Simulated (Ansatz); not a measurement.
**CH4AlCl2F···HF: density, localisation and related maps**

The calculation's input:

```
crystal:
  periodic: [false, false, false]
  atoms:
    - { symbol: Al, position_ang: [0.595601, -0.892335, 0.413894] }
    - { symbol: Cl, position_ang: [-1.677721, 1.734135, 0.982198] }
    - { symbol: C, position_ang: [-0.659011, -1.944813, -0.593338] }
    - { symbol: Cl, position_ang: [1.197548, -1.229991, 2.387398] }
    - { symbol: H, position_ang: [1.531393, 2.553513, -0.517054] }
    - { symbol: F, position_ang: [1.454227, 0.391461, -0.373156] }
    - { symbol: H, position_ang: [-0.733858, 2.488787, 0.473447] }
    - { symbol: F, position_ang: [1.075663, 3.331113, -0.382172] }
    - { symbol: H, position_ang: [-1.657995, -1.492523, -0.503752] }
    - { symbol: H, position_ang: [-0.399816, -1.961658, -1.661256] }
    - { symbol: H, position_ang: [-0.72603, -2.977789, -0.22611] }
basis:
  gaussian: { orbitals: def2-SVP }
hamiltonian:
  xc: r2scanh
  dispersion: d4
relax:
  f_tol: 0.03
  max_steps: 50
output:
  orbitals: {}
```

Run with:

```sh
ansatz run input.yaml --threads 4 --pin off --max-ram 5120MiB --backend cpu --events-out ev --progress --plain --runs-dir out
```

The fields are those of the run's last geometry, not of the input's.

The calculation used RKS r2SCANh-D4/def2-SVP in Ansatz.

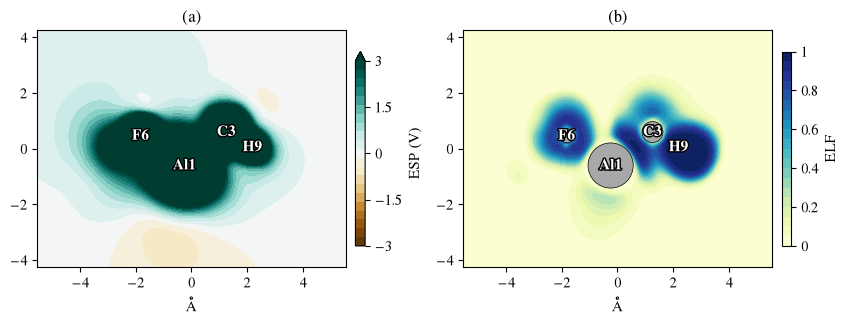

Figure 1. (a) molecular electrostatic potential; (b) electron localisation function on the plane of atoms C3, Al1 and F6. Grey discs cover the atomic cores in the ELF map.

> Describe what can be read from this map.

The plane passes through Al, C, F and H nuclei.
Al–F (1.89 Å): the ELF peaks at about 0.85 in the valence shell of F, 0.5 Å from its nucleus, and is about 0.30 at the midpoint.
C–Al (1.93 Å): the ELF peaks at about 0.95 between the atoms; a shared but strongly polarised pair.
C–H (1.10 Å): the ELF climbs to about 1 towards the hydrogen, as it does in any bond to H (an ordinary covalent bond to hydrogen).
The ELF also peaks beside F6, away from the bonds: lone-pair regions.
Outside the dense part of the complex the potential is most negative (−0.6 V) near Cl4, which lies off the plane.

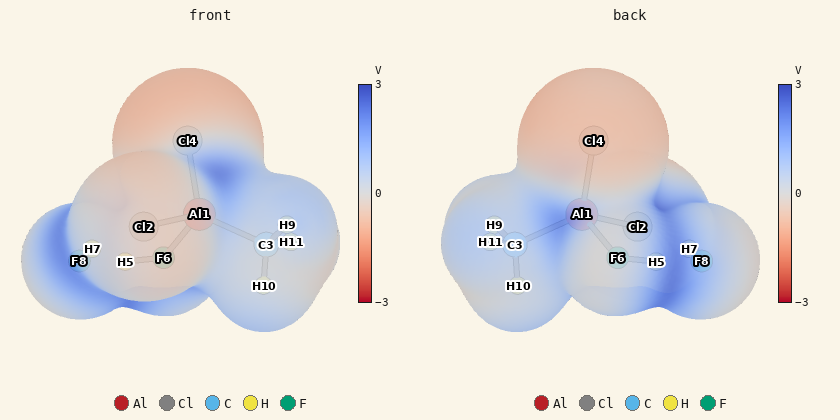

Figure 2. The molecular electrostatic potential painted on the density surface at 0.002 e/bohr³, seen from the front and from behind; red is negative and blue positive.

> Describe the electrostatic potential map.

The most negative region (about −0.8 V, or −18 kcal/mol for a unit charge) lies over Cl4, the most positive (about +2.2 V, or +51 kcal/mol for a unit charge) over Al1, H5 and F8.

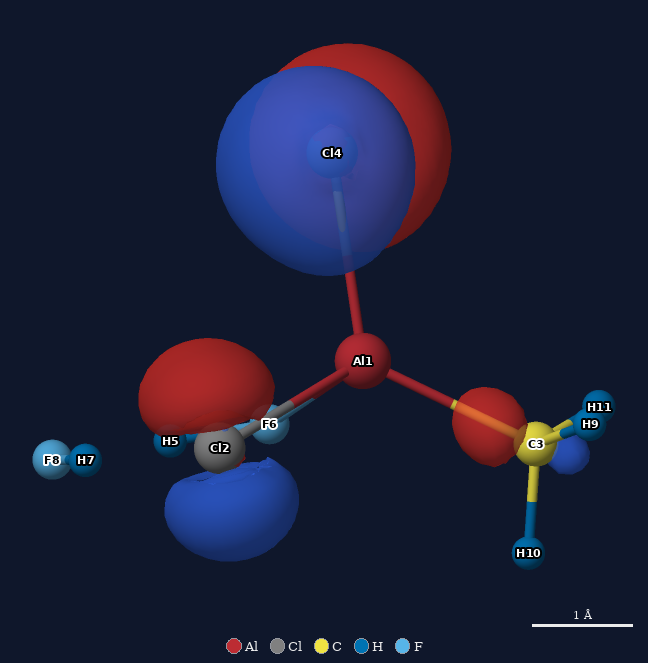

Figure 3. The HOMO−1 at ±0.15 Å⁻³ᐟ² (red and blue are the two phases), seen at a tilt.

> Where does this orbital lie, and at what energy?

It lies mainly on Cl4 (about 70 %) and Cl2 (about 15 %); largely a lone pair of Cl4. Its energy is −8.30 eV.
